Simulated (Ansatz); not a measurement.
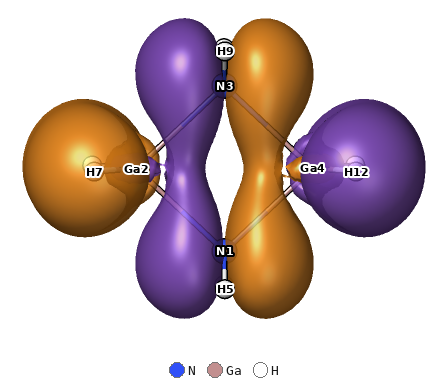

Figure. Ga2H8N2 (SMILES [NH2+]1[GaH2-][NH2+][GaH2-]1). The HOMO at ±0.06 Å⁻³ᐟ² (orange and purple are the two phases), seen at a tilt.

Geometry: PBE0-D4/def2-TZVP.

These are results of Ansatz, RKS PBE0-D4/def2-TZVPP, not measurements.

The calculation's input:

```
crystal:
  periodic: [false, false, false]
  atoms:
    - {symbol: N, position_ang: [-1.252655, 0.479658, -0.332775]}
    - {symbol: Ga, position_ang: [-0.377153, 0.000447, 1.420382]}
    - {symbol: N, position_ang: [1.254501, -0.474475, 0.333249]}
    - {symbol: Ga, position_ang: [0.375596, -0.004819, -1.420791]}
    - {symbol: H, position_ang: [-2.072425, -0.073717, -0.548935]}
    - {symbol: H, position_ang: [-1.522416, 1.452725, -0.406059]}
    - {symbol: H, position_ang: [-1.027302, -1.309997, 1.990172]}
    - {symbol: H, position_ang: [-0.098252, 1.307793, 2.243626]}
    - {symbol: H, position_ang: [1.531680, -1.445289, 0.408484]}
    - {symbol: H, position_ang: [2.070032, 0.085586, 0.548283]}
    - {symbol: H, position_ang: [1.026686, 1.299946, -2.002458]}
    - {symbol: H, position_ang: [0.091708, -1.317850, -2.233179]}
basis:
  gaussian: {orbitals: def2-TZVPP}
hamiltonian: {xc: pbe0, dispersion: d4}
output: {orbitals: {seedname: orbitals}}
```

Run with:

```sh
ansatz run in.yaml --threads 4 --pin off --events-out ev --progress --plain --max-ram 11315MiB
```

Describe this orbital and give its energy.

Answer. Its weight (Hirshfeld) is mainly on N1 (about 20 %), N3 (about 20 %), Ga2 (about 15 %), Ga4 (about 15 %), H7 (about 5 %), H8 (about 5 %), H11 (about 5 %) and H12 (about 5 %); it is ungerade (odd under inversion). Its energy is −7.86 eV.
